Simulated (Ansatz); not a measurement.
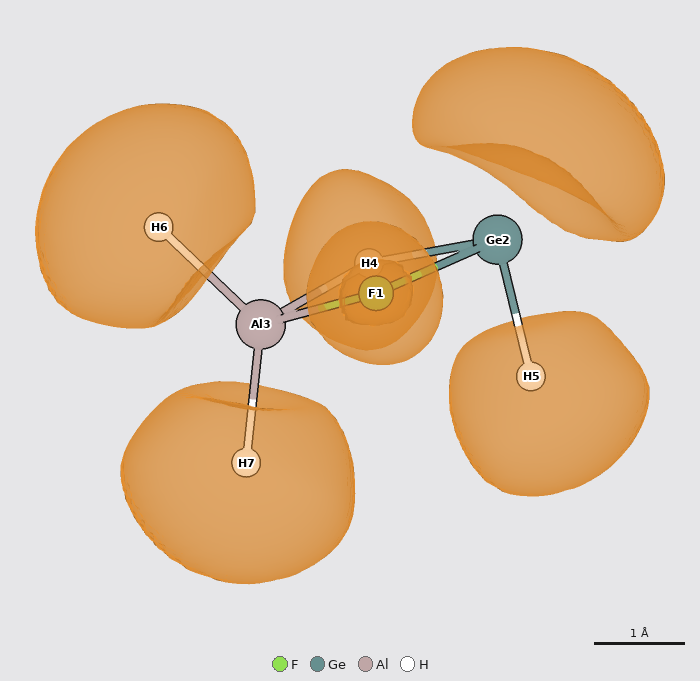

Figure. AlFGeH4. Isosurface of the electron localisation function at 0.75 (orange), seen across its widest extent. Only the valence region is drawn (cores and ρ < 0.01 e/Å³ removed).

Computed with RKS CAM-B3LYP/def2-SVP in Ansatz 0.2.0.

The calculation's input:

```
crystal:
  periodic: [false, false, false]
  atoms:
    - { symbol: F, position_ang: [-2.1697, -0.5098, 0.4586] }
    - { symbol: Ge, position_ang: [-0.8235, -0.282, -0.5998] }
    - { symbol: Al, position_ang: [1.0847, 0.3625, 0.7268] }
    - { symbol: H, position_ang: [-0.2383, -0.08667, 0.07911] }
    - { symbol: H, position_ang: [-1.1028, 0.814, -1.6705] }
    - { symbol: H, position_ang: [2.413, -0.5565, 0.7651] }
    - { symbol: H, position_ang: [1.1148, 1.7145, 1.5951] }
basis:
  gaussian: { orbitals: def2-SVP }
hamiltonian:
  xc: cam_b3lyp
relax:
  f_tol: 0.02
  max_steps: 50
output:
  orbitals: {}
```

Launched as:

```sh
ansatz run input.yaml --threads 2 --pin off --max-ram 3072MiB --backend cpu --events-out ev --progress --plain --runs-dir out
```

The fields are those of the run's last geometry, not of the input's.

Q: Identify the bonds, lone pairs and shells in this picture.

A: The surface consists of four regions around hydrogen nuclei, one lobe on Ge, pointing away from the bonds (lone pairs) and one region wrapped around F (its valence shell). Along the contacts the grid gives the following. Al–F (1.78 Å): the ELF peaks at about 0.85 in the valence shell of F, 0.6 Å from its nucleus, and is about 0.30 at the midpoint. Ge–F (2.05 Å): the ELF peaks at about 0.85 in the valence shell of F, 0.6 Å from its nucleus, and is about 0.15 at the midpoint.
